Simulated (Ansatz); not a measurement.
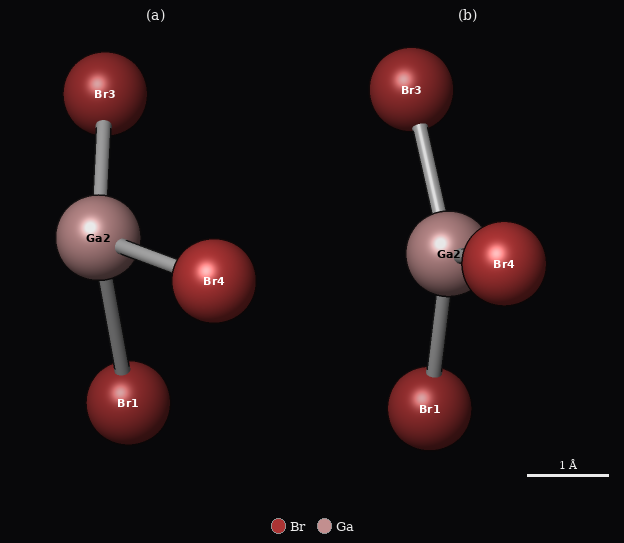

The structure of GaBr$_{3}$ (coarse preliminary run) before (left) and after (right) a relaxation, at one scale.

Style: ball-and-stick. Shown from a free direction.

The start comes from a force field.

Theory: RKS PBE-D4/def2-SVP in Ansatz 0.2.0. Settings: force threshold 0.03 eV/Å; at most 200 steps.

Q: What changed between the two?

A: The largest move after the best rigid fit is that of Ga2, 0.58 Å. By element the largest moves are Ga 0.58 Å, Br 0.41 Å. Some distances before and after: Br1–Ga2 2.652 → 2.284 Å, Ga2–Br4 2.612 → 2.284 Å, Ga2–Br3 2.388 → 2.284 Å. Among the angles between lasting bonds that change: Br1–Ga2–Br3 98.6° → 120.0°, Br1–Ga2–Br4 105.8° → 119.9°, Br3–Ga2–Br4 132.4° → 120.1°. After 4 geometry steps the energy has fallen by 1.571 eV. Largest force component: 2 eV/Å at the start, 0.0047 eV/Å at the end.
